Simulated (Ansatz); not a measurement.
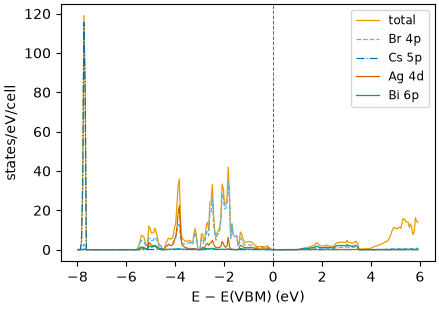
Figure. Total and projected density of states of Cs₂AgBiBr₆ in space group Fm-3m (No. 225; Bi on 4a, Ag on 4b, Cs on 8c, Br on 24e), LDA (plane waves, PAW; program Ansatz)

Which orbitals carry the states next to the gap?

Top 1 eV of the valence band: Br 4p 61 %, Ag 4d 26 %. Bottom 1 eV of the conduction band: Bi 6p 50 %, Br 4p 19 %, Ag 5s 16 %, Br 4s 8 %, outside the projected shells 6 %. Projections are on Löwdin-orthogonalised atomic valence shells; empty p or d shells of many metals are not among them.

The cell was relaxed with LDA under the symmetry of its start; of distortions, only those at the zone centre were tested, and some modes there are weakly imaginary. No spin polarisation was allowed. Scalar-relativistic: spin–orbit coupling is off unless named, which matters more the heavier the elements.

Potentials: the later of the program's two PAW sets.
